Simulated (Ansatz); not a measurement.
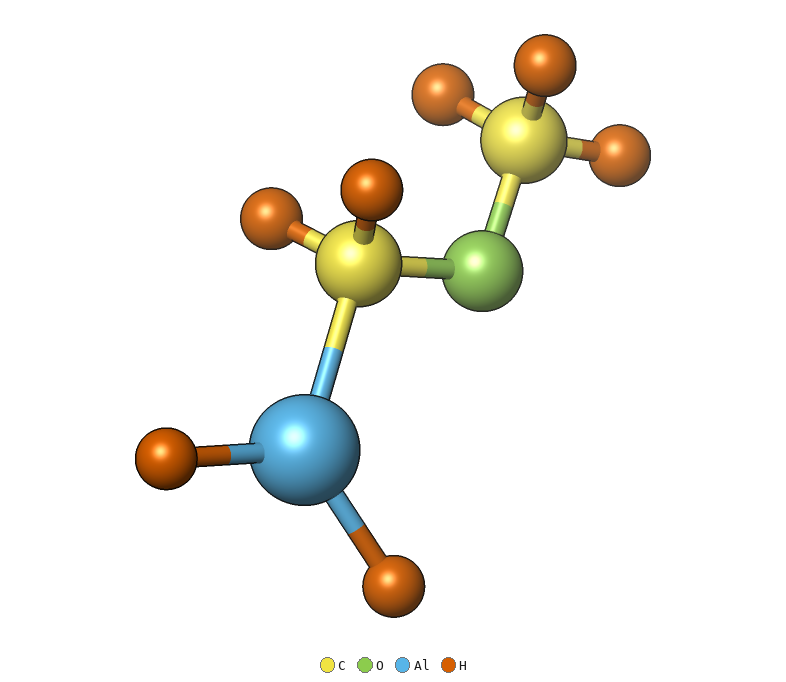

**What is the molecular formula?**

C2H7AlO, 11 atoms: 2 carbon, 7 hydrogen, 1 aluminium and 1 oxygen.

**How many sets of symmetry-equivalent atoms are there?**

9: 1 C, 1 O, 1 C, 1 Al, 2 H, 1 H, 2 H, 1 H, 1 H.

**Write the SMILES.**

CO[CH2][AlH2]

**Name functional groups in it.**

Among them: ether.

**What is the point group of this geometry?**

Cs.

More results for the same structure follow; atom numbers are the same in all pictures, views and colours differ. The geometry was computed by an optimisation with PBE0-D4/def2-TZVP.

Shape

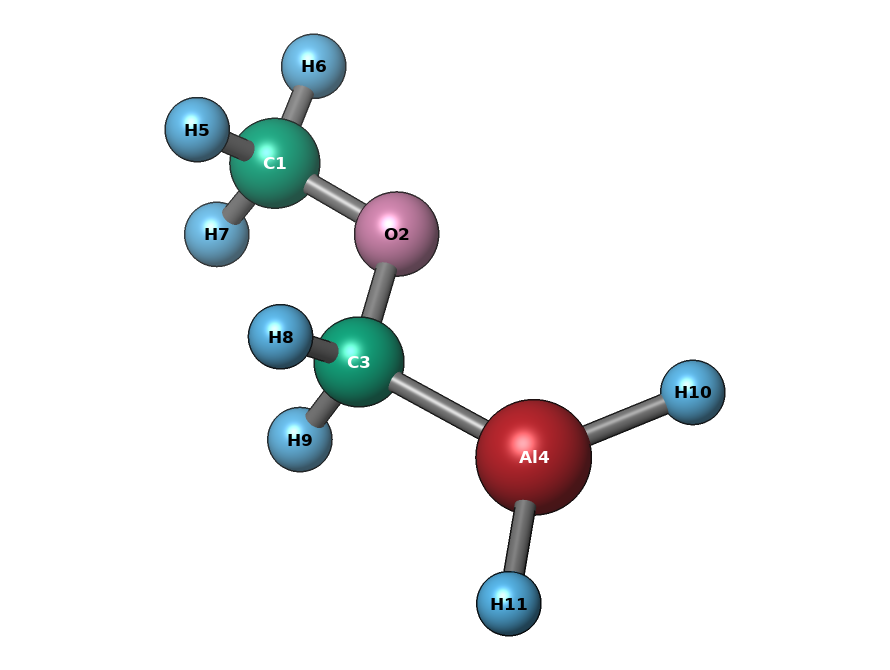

What are the angles O2–C1–H6, O2–C1–H5, C1–O2–C3, O2–C3–Al4, O2–C3–H8, Al4–C3–H8, C3–Al4–H10, C3–Al4–H11?

```csv
angle,degrees
O2–C1–H6,107.8
O2–C1–H5,111.4
C1–O2–C3,112.8
O2–C3–Al4,111.2
O2–C3–H8,110.7
Al4–C3–H8,109.7
C3–Al4–H10,122.0
C3–Al4–H11,117.2
```

Dipole moment

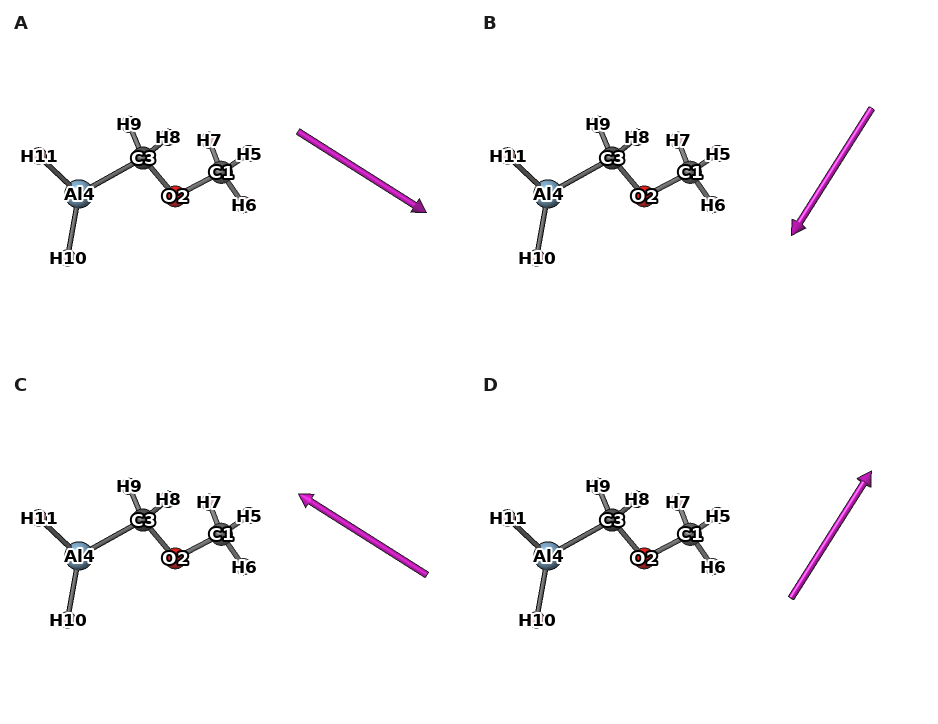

The same molecule four times, each with an arrow. Method: RKS PBE-D4/def2-TZVPP (Ansatz 0.2.0).

**Which arrow points along the dipole moment, from the negative to the positive end?**

D. The dipole moment is 1.32 D; it points from the side of H10 to the side of H5, H7 (the outermost atoms at the two ends).

Vibrations

Harmonic vibrations computed with RKS PBE0-D4/def2-TZVP (Ansatz 0.2.0) at a stationary point of the same level.

**List the wavenumbers.**

27 modes: 92, 112, 152, 235, 365, 480, 482, 667, 709, 783, 982, 1174, 1174, 1196, 1230, 1279, 1449, 1471, 1476, 1500, 1910, 1935, 2927, 2950, 2984, 3034, 3127 cm⁻¹.

Charges

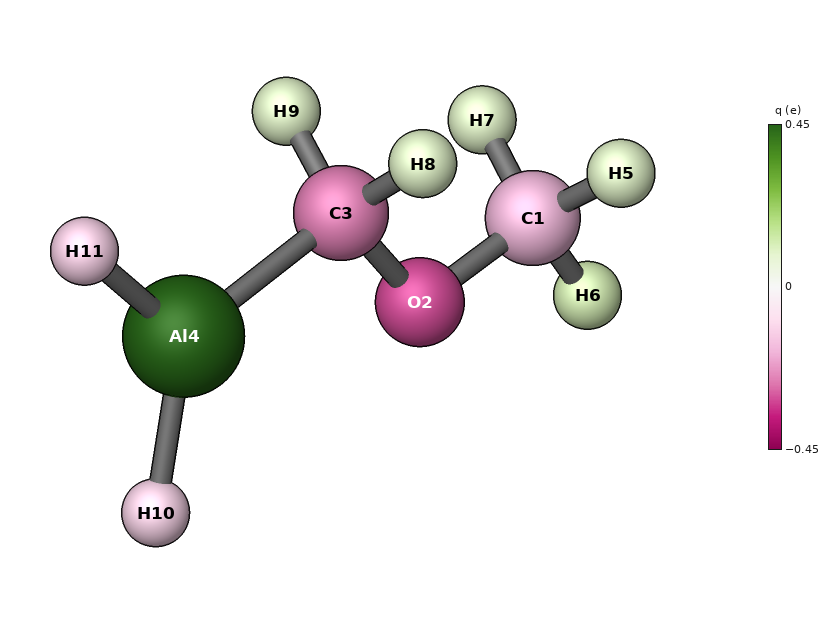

Atoms are coloured by their Mulliken charges. Properties computed with RKS ωB97M-V/def2-TZVPP (Ansatz 0.2.0).

Give the Mulliken charges atom by atom.

```json
{"atom": "C1", "value (e)": "−0.17"}
{"atom": "O2", "value (e)": "−0.31"}
{"atom": "C3", "value (e)": "−0.25"}
{"atom": "Al4", "value (e)": "0.44"}
{"atom": "H5", "value (e)": "0.10"}
{"atom": "H6", "value (e)": "0.12"}
{"atom": "H7", "value (e)": "0.10"}
{"atom": "H8", "value (e)": "0.10"}
{"atom": "H9", "value (e)": "0.10"}
{"atom": "H10", "value (e)": "−0.11"}
{"atom": "H11", "value (e)": "−0.12"}
```

Mulliken values depend strongly on the basis set and can even reverse the polarity of a bond.
